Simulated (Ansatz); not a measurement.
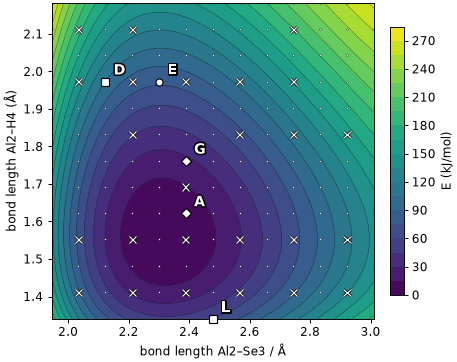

AlFHSe, SMILES [F][AlH][Se], spin multiplicity 2. Coordinates scanned: (1) bond length Al2–Se3; (2) bond length Al2–H4. Nothing is relaxed (all other coordinates rigid). The grid has 13 × 13 points. At 25 points there is no value. Points are written as (first, second). Energies are in kJ/mol, from the relaxed molecule at the same level. Theory: Ansatz, UHF/def2-TZVP.

The picture shows filled contours, crosses at grid points without a value, dots at the grid points, lettered points. Between grid points the surface is interpolated.

Is E the lowest point of the computed grid?

No. E lies 78 kJ/mol above the lowest grid point, which is at (2.301 Å, 1.552 Å).

What kind of point is each of A, D, E, G: minimum, saddle, maximum or slope?

A: on a slope; D: on a slope; E: on a slope; G: on a slope. (In these two coordinates alone; a stationary point may lie a little off the grid point.)
